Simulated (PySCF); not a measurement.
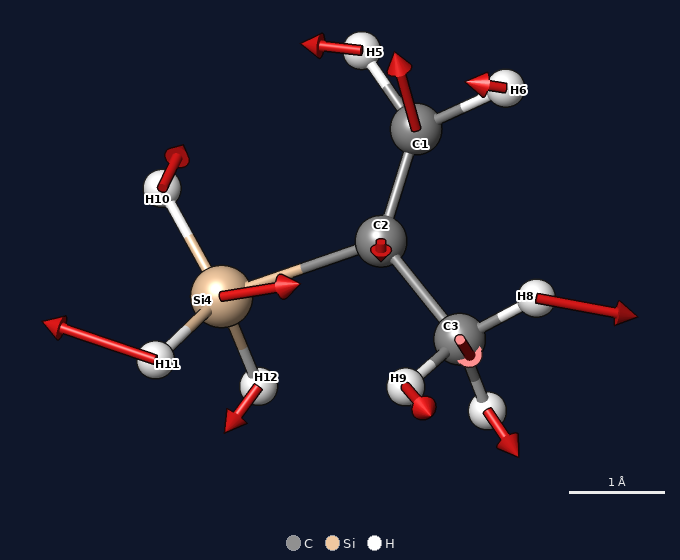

A relaxation of C3H8Si. The starting structure is drawn; red arrows show the displacements, magnified 10 times. The two geometries are superimposed by the best rigid fit.

A ball-and-stick model, seen at a tilt.

The start comes from GFN2-xTB. Its atoms were then displaced at random by about 0.03 Å.

All numbers below come from PBE0-D3(BJ)/def2-SVP geometry optimisation, gas phase in PySCF. 

> Describe the change and its energy.

The largest move after the best rigid fit is that of an H atom, 0.13 Å. By element the largest moves are H 0.13 Å, C 0.10 Å, Si 0.10 Å. Among the contacts that change: C–Si 1.993 → 1.880 Å, C–H 1.003 → 1.101 Å, H–Si 1.396 → 1.494 Å, C–C 1.250 → 1.341 Å. Among the angles between lasting bonds that change: C–Si–H 102.0° → 110.5°, H–C–H 108.3° → 116.4°, H–C–H 115.2° → 108.1°. The energy falls by 109.8 kJ/mol in 9 geometry steps. Cost: 28 s on 1 thread of Arm Neoverse V1, with other jobs on the host.
